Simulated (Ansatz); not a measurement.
What x(S) = 0.25, 12 atoms, Pm does to SnO2

The parent structure is SnO2 in the rutile structure (space group P4_2/mnm, No. 136; a = 4.769 Å, c = 3.211 Å).

The other end (x = 1) is SnS2 in the rutile structure (space group P4_2/mnm, No. 136; a hypothetical phase, not in the database extracts checked): 23.26 Å³/atom, gap zero; this end may not be an ambient phase.

Now apply this change: a fraction x = 0.25 of the O sites is given to S, ordered in a cell of 12 atoms (starting symmetry Pm) and fully relaxed.

Calculations: Ansatz (a first-principles code), PBEsol, PAW, cutoff 420 eV, spin-orbit coupling left out, earlier PAW set. k-mesh 5×10×5 (Γ-centred); smearing 0.05 eV (Fermi–Dirac), for the changed cell.

- Volume per atom: 14.71 Å³ (base 12.17 Å³)
- Density: 5.97 g/cm³ (base 6.85 g/cm³)
- Band gap: zero (base 0.92 eV)
- Mixing energy: +0.15 eV/atom (to 0.01 eV only: unlike meshes or grids) (against an end that may be hypothetical)
- Deviation of the volume from the linear (Vegard-type) interpolation: -1.6 %

Final structure:

```
CELL_PARAMETERS angstrom
      6.86952     0.00000     0.00000
      0.00000     3.29560     0.00000
     -0.38352     0.00000     7.79528
ATOMIC_POSITIONS crystal
  Sn 0.44558 0.50000 0.05645
  Sn 0.00758 0.50000 0.47361
  Sn 0.98874 0.00000 0.04043
  Sn 0.50965 0.00000 0.48318
  S  0.64884 0.00000 0.90955
  O  0.19508 0.00000 0.46489
  O  0.28154 0.00000 0.11601
  O  0.82308 0.00000 0.49630
  O  0.49816 0.50000 0.63038
  O  0.96232 0.50000 0.20316
  O  0.53616 0.50000 0.30451
  S  0.10328 0.50000 0.82154
```

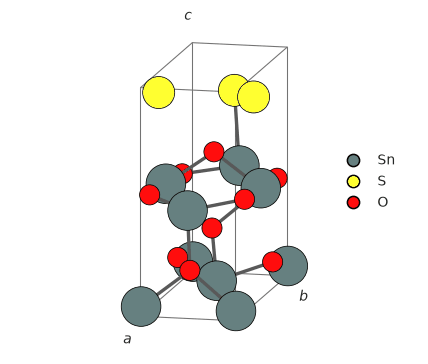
*The relaxed conventional cell after the change*

Cost of the whole job for the changed cell (relaxation, final SCF and bands): roughly 24 core-minutes.

Each cell is one ordered arrangement of few atoms, which overstates ordering effects compared with a random alloy. Whether these cells are dynamically stable was not tested. The base started in Pnnm and relaxed to P4_2/mnm at this level. The final runs are not spin-polarised. A zero or small gap of Sn2SO3 and SnS2 can be the functional's error rather than a property of the material.
